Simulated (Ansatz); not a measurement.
# GeH3Cl (chlorogermane): levels of theory compared

Wanted: a comparison of 3 runs (HF/STO-3G, HF/3-21G, B3LYP/6-31G*) of GeH3Cl (chlorogermane). 

The results are computed with Ansatz 0.2.0.

9 further runs of the same task are left out: 2 for a known fault of the program, 2 that didn't finish, 5 set aside as unsound or not needed.

### 1 Starting point

GeH3Cl: 5 atoms, total charge 0, spin state singlet. SMILES: `[Cl][GeH3]`. The coordinates come from a PBE0-D4/def2-TZVP relaxation.

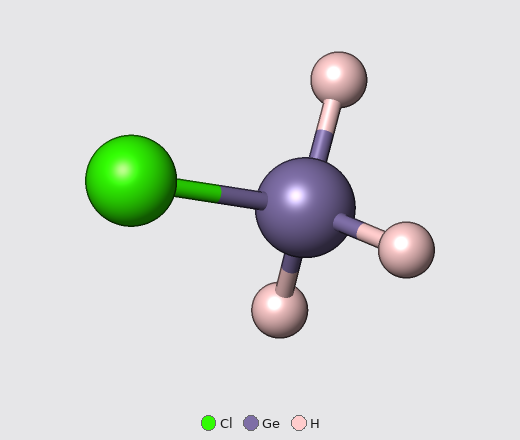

Viewed from a chosen angle; chlorine green, germanium purple, hydrogen pink.

### 2 Energy and forces at HF/STO-3G (run 1)

in.yaml reads:

```yaml
crystal:
  periodic: [false, false, false]
  atoms:
    - {symbol: Cl, position_ang: [-1.875800, -0.025100, 0.641300]}
    - {symbol: Ge, position_ang: [0.161800, -0.013900, -0.060600]}
    - {symbol: H, position_ang: [0.160400, 0.656200, -1.438100]}
    - {symbol: H, position_ang: [0.619000, -1.473700, -0.140600]}
    - {symbol: H, position_ang: [0.984500, 0.782900, 0.956700]}
basis:
  gaussian:
    orbitals: STO-3G
hamiltonian:
  xc: hf
accuracy: high
output: {forces: true, orbitals: {seedname: orbitals}}
```

On the command line:

```console
$ ansatz run in.yaml --threads 1 --pin off --max-ram 2610MiB --events-out events.jsonl --progress --plain --runs-dir runs
```

The log of the run:

```text
Warning: RAYON_NUM_THREADS=1 ignored (pool sized by the plan → 1); use --threads N
Functional definition: HF
  name "HF"
  exchange = exact_x
  correlation = 0
454 factors; integrals over basis functions are off by at most 1.6e-8 eV
mean field evaluation 1: about -68249.1230 eV, gradient 1.0e1 eV
mean field evaluation 2: about -68249.1418 eV, gradient 1.0e1 eV
mean field evaluation 4: about -68249.8602 eV, gradient 5.6e-1 eV
mean field evaluation 8: about -68249.8624 eV, gradient 7.1e-7 eV
mean field -68249.86241631 eV, -2508.1361823811 hartree, gradient 2.5e-8 eV, S^2 0.000000; 0 other end points of the search recorded, 0 dependent functions left out
the calculation of the forces begins
reference -68249.86241631 eV, -2508.1361823811 hartree; 26, 26 occupied and 4, 4 virtual orbitals, 454 factors
Total energy: -68249.86241631 eV, -2508.1361823811 hartree
Atom 0 at    -1.875800    -0.025100     0.641300 Å, force     0.078795     0.000396    -0.027342 eV/Å
Atom 1 at     0.161800    -0.013900    -0.060600 Å, force     1.501779     0.009063    -0.516179 eV/Å
Atom 2 at     0.160400     0.656200    -1.438100 Å, force     0.006986    -0.836804     1.718152 eV/Å
Atom 3 at     0.619000    -1.473700    -0.140600 Å, force    -0.565509     1.822327     0.097803 eV/Å
Atom 4 at     0.984500     0.782900     0.956700 Å, force    -1.022050    -0.994983    -1.272433 eV/Å
Dipole moment:     0.605252     0.003319    -0.208543 e Å
```

Wall time 0.91 s (1 thread of Arm Neoverse N1, shared host); peak memory 0.25 GiB.

### 3 Energy and forces at HF/3-21G (run 2)

Edit in.yaml of step 2 so:

```diff
@@ -10,3 +10,5 @@
   gaussian:
-    orbitals: STO-3G
+    orbitals: 3-21G-spherical.json
+magnetization:
+  spin_polarized: false
 hamiltonian:
```

The basis set 3-21G is read from a file made from the Basis Set Exchange's data (not shown).

On the command line:

```console
$ ansatz run in.yaml --threads 1 --pin off --max-ram 2610MiB --events-out events.jsonl --progress --plain --runs-dir runs
```

The log of the run (excerpt; [...] marks lines left out):

```text
Warning: RAYON_NUM_THREADS=1 ignored (pool sized by the plan → 1); use --threads N
[... 2 set-up lines as earlier in the session ...]
[...]
733 factors; integrals over basis functions are off by at most 5.6e-9 eV
[...]
mean field -68692.30999297 eV, -2524.3958309217 hartree, gradient 7.1e-9 eV, S^2 0.000000; 0 other end points of the search recorded, 0 dependent functions left out
[...]
reference -68692.30999297 eV, -2524.3958309217 hartree; 26, 26 occupied and 15, 15 virtual orbitals, 733 factors
Total energy: -68692.30999297 eV, -2524.3958309217 hartree
Atom 0 at    -1.875800    -0.025100     0.641300 Å, force    -1.493129    -0.008239     0.514159 eV/Å
Atom 1 at     0.161800    -0.013900    -0.060600 Å, force     1.550299     0.009306    -0.533165 eV/Å
Atom 2 at     0.160400     0.656200    -1.438100 Å, force     0.008099    -0.042671     0.084785 eV/Å
Atom 3 at     0.619000    -1.473700    -0.140600 Å, force    -0.020909     0.092333     0.002057 eV/Å
Atom 4 at     0.984500     0.782900     0.956700 Å, force    -0.044360    -0.050730    -0.067836 eV/Å
Dipole moment:     0.655328     0.003578    -0.225804 e Å
```

Run time: 1.2 s. Hardware: 1 thread of Arm Neoverse N1, shared host; peak memory 0.25 GiB.

### 4 Energy and forces at B3LYP/6-31G(d) (spherical functions) (run 3)

Edit in.yaml of step 3 so:

```diff
@@ -1 +1,3 @@
+basis:
+  gaussian: {orbitals: 6-31G_st_-spherical.json}
 crystal:
@@ -8,9 +10,4 @@
     - {symbol: H, position_ang: [0.984500, 0.782900, 0.956700]}
-basis:
-  gaussian:
-    orbitals: 3-21G-spherical.json
-magnetization:
-  spin_polarized: false
-hamiltonian:
-  xc: hf
+total_charge: 0
+hamiltonian: {xc: {name: B3LYP}}
 accuracy: high
```

The basis set 6-31G* is read from a file made from the Basis Set Exchange's data (not shown).

On the command line:

```console
$ ansatz run in.yaml --threads 1 --pin off --max-ram 2610MiB --events-out events.jsonl --progress --plain --runs-dir runs
```

The log of the run (excerpt; [...] marks lines left out):

```text
Warning: RAYON_NUM_THREADS=1 ignored (pool sized by the plan → 1); use --threads N
Functional definition: B3LYP
  name "B3LYP"
[...]
1128 factors; integrals over basis functions are off by at most 3.8e-9 eV
[...]
mean field -69083.92283046 eV, -2538.7873372547 hartree, gradient 4.6e-8 eV, S^2 0.000000; 0 other end points of the search recorded, 0 dependent functions left out
[...]
reference -69083.92286704 eV, -2538.7873385990 hartree; 26, 26 occupied and 30, 30 virtual orbitals, 1128 factors
Total energy: -69083.92286704 eV, -2538.7873385990 hartree
Atom 0 at    -1.875800    -0.025100     0.641300 Å, force    -0.492321    -0.002738     0.169432 eV/Å
Atom 1 at     0.161800    -0.013900    -0.060600 Å, force     0.329809     0.002621    -0.112814 eV/Å
Atom 2 at     0.160400     0.656200    -1.438100 Å, force     0.009513     0.069929    -0.147184 eV/Å
Atom 3 at     0.619000    -1.473700    -0.140600 Å, force     0.057550    -0.152896    -0.011906 eV/Å
Atom 4 at     0.984500     0.782900     0.956700 Å, force     0.095448     0.083084     0.102472 eV/Å
Dipole moment:     0.437446     0.002386    -0.150727 e Å
```

Wall time 9 s (1 thread of Arm Neoverse N1, shared host); peak memory 0.25 GiB.

### 5 Overview of the runs

```
run                               level   energy (Eh)  dipole moment (D)  HOMO energy (eV)  LUMO energy (eV)  wall time
  1                           HF/STO-3G  -2508.136182               3.07             -9.98              8.64     0.91 s
  2                            HF/3-21G  -2524.395831               3.33            -12.07              2.68      1.2 s
  3  B3LYP/6-31G* (spherical functions)  -2538.787339               2.22             -8.37             -0.59        9 s
```

### 6 Results

| quantity | value |
| --- | --- |
| run 3: total energy | -2538.78734 Eh |
| run 3: dipole moment | 2.22 D |
| run 3: HOMO energy | -8.37 eV |
| run 3: LUMO energy | -0.59 eV |
| run 3: HOMO–LUMO gap | 7.78 eV |
| run 3: largest force on an atom | 0.521 eV/Å |

In words: The dipole moment (its size) runs from 2.22 D (B3LYP/6-31G*) to 3.33 D (HF/3-21G). The two ends differ in method and basis. The HOMO–LUMO gap runs from 7.78 eV (B3LYP/6-31G*) to 18.63 eV (HF/STO-3G). In run 1 the basis is minimal, so the values are rough. All runs together took 11 s, the longest 9 s.
